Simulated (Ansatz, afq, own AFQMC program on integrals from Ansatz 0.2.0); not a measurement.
# SiH₂O (singlet): AFQMC on the coupled-cluster ladder at distance Si1–O2 = 1.368 Å, cc-pVDZ

How near does AFQMC come to the top of the ladder for SiH₂O (singlet)?

Method: cc-pVDZ, frozen cores; program: Ansatz 0.2.0, Gaussian basis, and an in-house AFQMC program (afq) on its integrals; all values are calculated.

To be run: PBE (unrestricted); r2SCAN (unrestricted); PBE0 (unrestricted); B3LYP (unrestricted); wB97M-V (unrestricted); B2PLYP (unrestricted); CCSD(T) on RHF; CCSDT(Q) on RHF; Phaseless AFQMC, CISD trial on RHF; UHF.

2 further runs of the same task are left out: 2 that didn't finish.

### Step 1. The geometry

The geometry derives from a PBE0/def2-TZVP stationary point (not a proven minimum). One bond is set to the value named and the two fragments are kept rigid.

4 atoms, charge 0, spin multiplicity 1.

Atoms are counted from 1 here; the program's logs count them from 0.

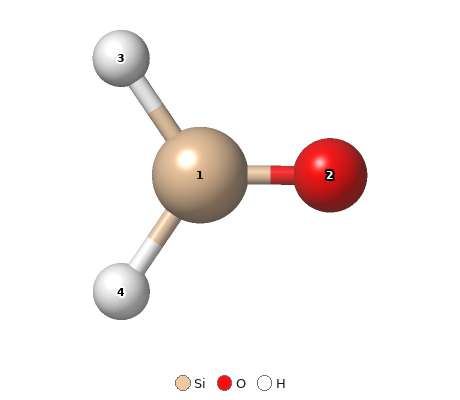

The geometry (silicon light orange, oxygen red, hydrogen white); atoms are numbered from 1 in the order of the file.

### Step 2. PBE (unrestricted)

Contents of in.yaml:

```yaml
crystal:
  periodic: [false, false, false]
  atoms:
    - {symbol: Si, position_ang: [0.000000, 0.000000, 0.438400]}
    - {symbol: O, position_ang: [0.000000, 0.000000, -0.929600]}
    - {symbol: H, position_ang: [0.000000, 1.230909, 1.270089]}
    - {symbol: H, position_ang: [0.000000, -1.230909, 1.270089]}
basis:
  gaussian: {orbitals: cc-pVDZ}
magnetization: {spin_polarized: true, initial_magnetization: 0}
hamiltonian: {xc: {name: PBE}}
output: {orbitals: {seedname: orbitals}}
```

Launch:

```sh
$ ansatz run in.yaml --threads 1 --pin off --events-out ev --progress --plain --max-ram 1382MiB
```

Standard output:

```text
Functional definition: PBE
  name "PBE"
  cite "Perdew, Burke & Ernzerhof, Phys. Rev. Lett. 77, 3865 (1996) doi:10.1103/PhysRevLett.77.3865"
  parent pbe
  parameter kappa = 0.804
  parameter beta = 0.06672455060314922
  exchange = pbe_x(kappa = kappa, mu = beta*pi^2/3)
  correlation = pbe_c(beta = beta)
489 factors; their error is unknown
mean field evaluation 1: about -9939.7491 eV, gradient 4.9e1 eV
mean field evaluation 2: about -9811.3439 eV, gradient 1.5e2 eV
mean field evaluation 4: about -9948.5572 eV, gradient 5.5e0 eV
mean field evaluation 8: about -9948.7122 eV, gradient 5.7e-2 eV
mean field -9948.71222068 eV, -365.6084306307 hartree, gradient 6.6e-6 eV, S^2 0.000000; 0 other end points of the search recorded, 0 dependent functions left out
reference -9948.71224631 eV, -365.6084315725 hartree; 12, 12 occupied and 30, 30 virtual orbitals, 489 factors
Total energy: -9948.71224631 eV, -365.6084315725 hartree
```

Wall time 0.66 s (1 thread of Arm Neoverse V2, shared host).

From the report: ⟨S²⟩ of the determinant 0.000 (pure singlet: 0.00).

### Step 3. r2SCAN (unrestricted)

Changes to in.yaml since step 2:

```diff
@@ -10,3 +10,2 @@
 magnetization: {spin_polarized: true, initial_magnetization: 0}
-hamiltonian: {xc: {name: PBE}}
-output: {orbitals: {seedname: orbitals}}
+hamiltonian: {xc: {name: r2SCAN}}
```

Launched as before.

Standard output:

```text
Functional definition: r2SCAN
  name "r2SCAN"
  cite "Furness, Kaplan, Ning, Perdew & Sun, J. Phys. Chem. Lett. 11, 8208 (2020) doi:10.1021/acs.jpclett.0c02405"
  cite "Furness, Kaplan, Ning, Perdew & Sun, J. Phys. Chem. Lett. 11, 9248 (2020) doi:10.1021/acs.jpclett.0c03077"
  parent r2scan
  parameter k0 = 0.174
  parameter k1 = 0.065
  parameter a1 = 4.9479
  exchange = r2scan_x(k0 = k0, k1 = k1, a1 = a1)
  correlation = r2scan_c
489 factors; their error is unknown
mean field evaluation 1: about -9945.5705 eV, gradient 4.6e1 eV
mean field evaluation 2: about -9857.8789 eV, gradient 1.3e2 eV
mean field evaluation 4: about -9953.2608 eV, gradient 4.0e0 eV
mean field evaluation 8: about -9953.3426 eV, gradient 2.5e-2 eV
mean field -9953.32543556 eV, -365.7779631506 hartree, gradient 9.5e-6 eV, S^2 0.000000; 0 other end points of the search recorded, 0 dependent functions left out
reference -9953.32544419 eV, -365.7779634676 hartree; 12, 12 occupied and 30, 30 virtual orbitals, 489 factors
Total energy: -9953.32544419 eV, -365.7779634676 hartree
```

Wall time 1.7 s (1 thread of Arm Neoverse V2, shared host).

From the report: ⟨S²⟩ of the determinant 0.000 (pure singlet: 0.00).

### Step 4. PBE0 (unrestricted)

Changes to in.yaml since step 3:

```diff
@@ -10,2 +10,3 @@
 magnetization: {spin_polarized: true, initial_magnetization: 0}
-hamiltonian: {xc: {name: r2SCAN}}
+hamiltonian: {xc: {name: PBE0}}
+output: {orbitals: {seedname: orbitals}}
```

Same command.

Standard output:

```text
Functional definition: PBE0
  name "PBE0"
  cite "Adamo & Barone, J. Chem. Phys. 110, 6158 (1999) doi:10.1063/1.478522"
  cite "Perdew, Burke & Ernzerhof, Phys. Rev. Lett. 77, 3865 (1996) doi:10.1103/PhysRevLett.77.3865"
  parent pbe
  parameter a = 0.25
  parameter kappa = 0.804
  parameter beta = 0.06672455060314922
  exchange = (1 - a)*pbe_x(kappa = kappa, mu = beta*pi^2/3) + a*exact_x
  correlation = pbe_c(beta = beta)
398 factors; integrals over basis functions are off by at most 1.2e-3 eV
mean field evaluation 1: about -9942.5896 eV, gradient 4.3e1 eV
mean field evaluation 2: about -9899.9118 eV, gradient 1.0e2 eV
mean field evaluation 4: about -9949.3982 eV, gradient 1.6e0 eV
mean field evaluation 8: about -9949.4869 eV, gradient 1.4e-1 eV
mean field evaluation 16: about -9949.4869 eV, gradient 2.1e-5 eV
mean field -9949.48694860 eV, -365.6369013564 hartree, gradient 2.1e-5 eV, S^2 0.000000; 0 other end points of the search recorded, 0 dependent functions left out
reference -9949.48696825 eV, -365.6369020787 hartree; 12, 12 occupied and 30, 30 virtual orbitals, 398 factors
Total energy: -9949.48696825 eV, -365.6369020787 hartree
```

Wall time 0.84 s (1 thread of Arm Neoverse V2, shared host).

From the report: ⟨S²⟩ of the determinant 0.000 (pure singlet: 0.00).

### Step 5. B3LYP (unrestricted)

Changes to in.yaml since step 4:

```diff
@@ -10,3 +10,2 @@
 magnetization: {spin_polarized: true, initial_magnetization: 0}
-hamiltonian: {xc: {name: PBE0}}
-output: {orbitals: {seedname: orbitals}}
+hamiltonian: {xc: {name: B3LYP}}
```

Launched as before.

Standard output, cut to the lines that bear on the results:

```text
Functional definition: B3LYP
  name "B3LYP"
  cite "Stephens, Devlin, Chabalowski & Frisch, J. Phys. Chem. 98, 11623 (1994) doi:10.1021/j100096a001"
  cite "Becke, Phys. Rev. A 38, 3098 (1988) doi:10.1103/PhysRevA.38.3098"
  cite "Lee, Yang & Parr, Phys. Rev. B 37, 785 (1988) doi:10.1103/PhysRevB.37.785"
  cite "Vosko, Wilk & Nusair, Can. J. Phys. 58, 1200 (1980) doi:10.1139/p80-159"
[...]
398 factors; integrals over basis functions are off by at most 1.2e-3 eV
[...]
mean field -9955.69854835 eV, -365.8651734369 hartree, gradient 8.1e-5 eV, S^2 0.000000; 0 other end points of the search recorded, 0 dependent functions left out
reference -9955.69872661 eV, -365.8651799880 hartree; 12, 12 occupied and 30, 30 virtual orbitals, 398 factors
Total energy: -9955.69872661 eV, -365.8651799880 hartree
```

It took 0.87 s on 1 thread of Arm Neoverse V2, shared host.

From the report: ⟨S²⟩ of the determinant 0.000 (pure singlet: 0.00).

### Step 6. wB97M-V (unrestricted)

Changes to in.yaml since step 5:

```diff
@@ -10,2 +10,3 @@
 magnetization: {spin_polarized: true, initial_magnetization: 0}
-hamiltonian: {xc: {name: B3LYP}}
+hamiltonian: {xc: {name: wB97M-V}}
+output: {orbitals: {seedname: orbitals}}
```

Launched as before.

Standard output, cut to the lines that bear on the results:

```text
Functional definition: wB97M-V
  name "wB97M-V"
  cite "Mardirossian & Head-Gordon, J. Chem. Phys. 144, 214110 (2016) doi:10.1063/1.4952647"
  cite "Becke, J. Chem. Phys. 107, 8554 (1997) doi:10.1063/1.475007"
  cite "Vydrov & Van Voorhis, J. Chem. Phys. 133, 244103 (2010) doi:10.1063/1.3521275"
  # Of w^i u^j: cxij and so on, Table III.
[...]
  gx(w, u) = 1 - cx + cx01*u + cx10*w
  gss(w, u) = css00 + css04*u^4 + css10*w + css20*w^2 + css43*w^4*u^3
  gos(w, u) = cos00 + cos10*w + (cos20 + cos21*u)*w^2 + (cos60 + cos61*u)*w^6
[...]
      + integral(e_c_pw_mod_opposite_spin*gos(b97_w_opposite, b97_u_opposite)) + vv10(b, c)
398 factors; integrals over basis functions are off by at most 1.2e-3 eV
128 factors; integrals over basis functions are off by at most 6.1e-6 eV
[...]
mean field -9953.89007287 eV, -365.7987131890 hartree, gradient 3.6e-5 eV, S^2 0.000000; 0 other end points of the search recorded, 0 dependent functions left out
reference -9953.89010452 eV, -365.7987143521 hartree; 12, 12 occupied and 30, 30 virtual orbitals, 398 factors
Total energy: -9953.89010452 eV, -365.7987143521 hartree
```

Wall time 3.5 s (1 thread of Arm Neoverse V2, shared host).

From the report: ⟨S²⟩ of the determinant 0.000 (pure singlet: 0.00).

### Step 7. B2PLYP (unrestricted)

Changes to in.yaml since step 6:

```diff
@@ -10,3 +10,3 @@
 magnetization: {spin_polarized: true, initial_magnetization: 0}
-hamiltonian: {xc: {name: wB97M-V}}
-output: {orbitals: {seedname: orbitals}}
+hamiltonian: {xc: {name: B2PLYP}}
+correlation: {electrons: outside_noble_gas}
```

The command is unchanged.

Standard output, cut to the lines that bear on the results:

```text
Functional definition: B2PLYP
  name "B2PLYP"
  cite "Grimme, J. Chem. Phys. 124, 034108 (2006) doi:10.1063/1.2148954"
  cite "Becke, Phys. Rev. A 38, 3098 (1988) doi:10.1103/PhysRevA.38.3098"
  cite "Lee, Yang & Parr, Phys. Rev. B 37, 785 (1988) doi:10.1103/PhysRevB.37.785"
[...]
398 factors; integrals over basis functions are off by at most 1.2e-3 eV
[...]
mean field -9947.45627786 eV, -365.5622755833 hartree, gradient 3.4e-6 eV, S^2 0.000000; 0 other end points of the search recorded, 0 dependent functions left out
6 core orbitals not correlated: weight in the atoms' cores, before any rotation towards them, 1.000 or more for the frozen orbitals, at most 0.000 for the correlated occupied ones
reference -9947.45639339 eV, -365.5622798288 hartree; 6, 6 occupied and 30, 30 virtual orbitals, 398 factors
second order -9.37080323 eV of doubles, -0.00000000 eV of singles
Total energy: -9949.98651026 eV, -365.6552599089 hartree
```

It took 0.9 s on 1 thread of Arm Neoverse V2, shared host.

From the report: ⟨S²⟩ of the determinant 0.000 (pure singlet: 0.00).

### Step 8. CCSD(T) on RHF

Changes to in.yaml since step 7:

```diff
@@ -9,4 +9,3 @@
   gaussian: {orbitals: cc-pVDZ}
-magnetization: {spin_polarized: true, initial_magnetization: 0}
-hamiltonian: {xc: {name: B2PLYP}}
-correlation: {electrons: outside_noble_gas}
+magnetization: {spin_polarized: false}
+correlation: {method: ccsd_t, electrons: outside_noble_gas, hamiltonian_folder: ham}
```

Launched as before.

Standard output, cut to the lines that bear on the results:

```text
Functional definition: HF
  name "HF"
  cite "Fock, Z. Phys. 61, 126 (1930) doi:10.1007/BF01340294"
  parent pbe
[...]
398 factors; integrals over basis functions are off by at most 1.2e-3 eV
[...]
mean field -9929.19963308 eV, -364.8913562624 hartree, gradient 2.4e-6 eV, S^2 0.000000; 0 other end points of the search recorded, 0 dependent functions left out
6 core orbitals not correlated: weight in the atoms' cores, before any rotation towards them, 1.000 or more for the frozen orbitals, at most 0.000 for the correlated occupied ones
reference -9929.19963308 eV, -364.8913562624 hartree; 6, 6 occupied and 30, 30 virtual orbitals, 398 factors
second order -7.53576672 eV of doubles, -0.00000000 eV of singles
cycle   1  -7.65355168 eV  change   -1.2e-1 eV  update   9.2e-2
[...]
cycle  10  -7.99872481 eV  change    5.4e-6 eV  update   5.6e-6
perturbative correction -0.20672270 eV, -0.0075969192 hartree
Total energy: -9937.40508059 eV, -365.1929008966 hartree
```

Wall time 0.3 s (1 thread of Arm Neoverse V2, shared host).

From the report: correlation -8.2054 eV; T1 0.020; largest double amplitude 0.07.

This run also writes the integrals to the folder ham.

### Step 9. CCSDT(Q) on RHF

Changes to in.yaml since step 8:

```diff
@@ -10,2 +10,2 @@
 magnetization: {spin_polarized: false}
-correlation: {method: ccsd_t, electrons: outside_noble_gas, hamiltonian_folder: ham}
+correlation: {method: ccsdt_q, electrons: outside_noble_gas}
```

The command is unchanged.

Standard output, cut to the lines that bear on the results:

```text
Functional definition: HF
  name "HF"
  cite "Fock, Z. Phys. 61, 126 (1930) doi:10.1007/BF01340294"
  parent pbe
[...]
750 factors; integrals over basis functions are off by at most 2.0e-7 eV
[...]
mean field -9929.19979244 eV, -364.8913621189 hartree, gradient 2.4e-6 eV, S^2 0.000000; 0 other end points of the search recorded, 0 dependent functions left out
6 core orbitals not correlated: weight in the atoms' cores, before any rotation towards them, 1.000 or more for the frozen orbitals, at most 0.000 for the correlated occupied ones
reference -9929.19979244 eV, -364.8913621189 hartree; 6, 6 occupied and 30, 30 virtual orbitals, 750 factors
second order -7.53580393 eV of doubles, -0.00000000 eV of singles
cycle   1  -7.65355416 eV  change   -1.2e-1 eV  update   1.0e-1
[...]
cycle  14  -8.22328840 eV  change   -4.8e-7 eV  update   1.1e-6
perturbative correction -0.02582019 eV, -0.0009488744 hartree
Total energy: -9937.44890103 eV, -365.1945112681 hartree
```

Run time: 3.6 s. Hardware: 1 thread of Arm Neoverse V2, shared host.

From the report: correlation -8.2491 eV; T1 0.019; largest double amplitude 0.08.

### Step 10. Phaseless AFQMC, CISD trial on RHF

It reads the integrals that the CCSD(T) run on this determinant wrote.

Launch:

```sh
$ afq ham --method phaseless --trial cisd --walkers 60 --populations 1 --least-time 40 --time-step 0.005 --steps-per-block 50 --equilibration-blocks 28 --max-blocks 300 --target-error 0.00042 --factor-cut 1e-05 --seed 1725 --release-times 0.24,0.51,0.99,1.62,2.4 --release-step 0.03 --release-every 4 --taylor-order 6
```

Standard output:

```text
orbitals 36  electrons 6 6  factors 270 of 398
reference energy -364.89135626 Eh
CCSD correlation -0.29394767 Eh in 11 cycles, weight of the determinant in the CISD state 0.8921
energy of the start -365.185304 Eh
 block  time / (1/Eh)  mean weight  energy / Eh
     1     0.250  1.0008  -365.181430
     2     0.500  0.9991  -365.184769
     3     0.750  0.9982  -365.188031
     4     1.000  1.0007  -365.192978
     5     1.250  1.0024  -365.186618
     6     1.500  0.9979  -365.197977
     7     1.750  1.0018  -365.186869
     8     2.000  0.9997  -365.201191
     9     2.250  0.9974  -365.196177
    10     2.500  1.0026  -365.194979
    17     4.250  1.0014  -365.185577
    25     6.250  1.0010  -365.196087
    33     8.250  0.9984  -365.186187
    41    10.250  1.0046  -365.211498
    49    12.250  1.0000  -365.207206
    57    14.250  1.0016  -365.208354
    65    16.250  1.0015  -365.183626
    73    18.250  1.0019  -365.190895
    81    20.250  1.0006  -365.190265
    89    22.250  1.0022  -365.183970
    97    24.250  1.0014  -365.195112
   105    26.250  0.9985  -365.184237
   113    28.250  1.0034  -365.196469
   121    30.250  1.0029  -365.192410
   129    32.250  1.0017  -365.190488
   137    34.250  1.0011  -365.201744
   145    36.250  1.0003  -365.194761
   153    38.250  0.9990  -365.190397
   161    40.250  1.0000  -365.191786
   169    42.250  1.0000  -365.191152
   177    44.250  1.0003  -365.188276
   185    46.250  1.0020  -365.190310
   193    48.250  1.0026  -365.185847
   201    50.250  1.0009  -365.193067
   209    52.250  1.0024  -365.194812
   217    54.250  1.0027  -365.191384
   225    56.250  1.0025  -365.190156
   233    58.250  0.9991  -365.199202
   241    60.250  0.9988  -365.203106
   249    62.250  0.9967  -365.199204
   257    64.250  0.9997  -365.190605
   265    66.250  0.9959  -365.216632
   273    68.250  0.9966  -365.193790
   281    70.250  1.0003  -365.195323
   289    72.250  1.0004  -365.200430
   297    74.250  0.9981  -365.194621
   305    76.250  1.0025  -365.197808
   313    78.250  0.9988  -365.192256
   321    80.250  1.0017  -365.192648
blocks merged  error / Eh  count
     1  0.000559  300
     2  0.000644  150
     4  0.000716  75
     8  0.000856  37
    16  0.000891  18
    32  0.001024  9
released: time / (1/Eh)  energy / Eh  error  mean overlap
  0.24  -365.195153  0.000660  0.9923
  0.51  -365.193568  0.000594  1.0135
  0.99  -365.193827  0.000564  1.0123
  1.62  -365.195086  0.000923  1.0088
  2.40  -365.194355  0.000883  1.0186
energy -365.195853 +/- 0.000891 Eh
```

Run time: 2.8 min. Hardware: 1 thread of Arm Neoverse V2, shared host.

Energy -9937.4854 ± 0.0242 eV. Caveats: constraint bias not in the error; error above the target.

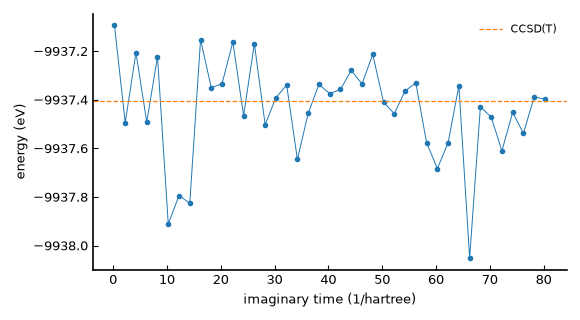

Block energies along the walk.

### Step 11. UHF

Changes to in.yaml since step 9:

```diff
@@ -9,3 +9,4 @@
   gaussian: {orbitals: cc-pVDZ}
-magnetization: {spin_polarized: false}
-correlation: {method: ccsdt_q, electrons: outside_noble_gas}
+magnetization: {spin_polarized: true, initial_magnetization: 0}
+hamiltonian: {xc: hf}
+output: {orbitals: {seedname: orbitals}}
```

Launch:

```sh
$ ansatz run in.yaml --threads 1 --pin off --events-out ev --progress --plain --max-ram 1382MiB
```

Standard output:

```text
Functional definition: HF
  name "HF"
  cite "Fock, Z. Phys. 61, 126 (1930) doi:10.1007/BF01340294"
  parent pbe
  exchange = exact_x
  correlation = 0
398 factors; integrals over basis functions are off by at most 1.2e-3 eV
mean field evaluation 1: about -9925.1437 eV, gradient 3.1e1 eV
mean field evaluation 2: about -9925.1488 eV, gradient 3.1e1 eV
mean field evaluation 4: about -9929.1761 eV, gradient 1.5e0 eV
mean field evaluation 8: about -9929.1996 eV, gradient 4.5e-4 eV
mean field evaluation 16: about -9929.1996 eV, gradient 1.7e-5 eV
mean field -9929.19963308 eV, -364.8913562624 hartree, gradient 1.7e-5 eV, S^2 0.000000; 0 other end points of the search recorded, 0 dependent functions left out
reference -9929.19963308 eV, -364.8913562624 hartree; 12, 12 occupied and 30, 30 virtual orbitals, 398 factors
Total energy: -9929.19963308 eV, -364.8913562624 hartree
```

Run time: 0.21 s. Hardware: 1 thread of Arm Neoverse V2, shared host.

From the report: ⟨S²⟩ of the determinant 0.000 (pure singlet: 0.00).

### Step 12. AFQMC on the ladder

On the RHF determinant, counted from CCSDT(Q) (a yardstick, not exact):

```csv
level,energy (eV),from CCSDT(Q) (kcal/mol),statistical error (kcal/mol),time
HF,-9929.1996,+190.23,,
MP2,-9936.7354,+16.45,,
CCSD,-9937.1984,+5.78,,
CCSD(T),-9937.4051,+1.01,,
CCSDT(Q),-9937.4489,0.00,,
"Phaseless AFQMC, CISD trial, step 0.005, 60 walkers",-9937.4854,-0.84,0.56,2.8 min
```

The functionals' totals stand on their own zeros and serve differences with other points: PBE -9948.712 eV; r2SCAN -9953.325 eV; PBE0 -9949.487 eV; B3LYP -9955.699 eV; wB97M-V -9953.890 eV; B2PLYP -9949.987 eV.

### Step 13. Summary of results

| quantity | value |
| --- | --- |
| CCSD(T) on RHF from CCSDT(Q) | +1.01 kcal/mol |
| Phaseless AFQMC, CISD trial on RHF from CCSDT(Q) | -0.84 ± 0.56 kcal/mol |

On RHF the phaseless walk with the CISD trial lies -0.84 kcal/mol from CCSDT(Q), within three error bars. Error bars are statistical and leave out the constraint, the time step and what remains of the start.
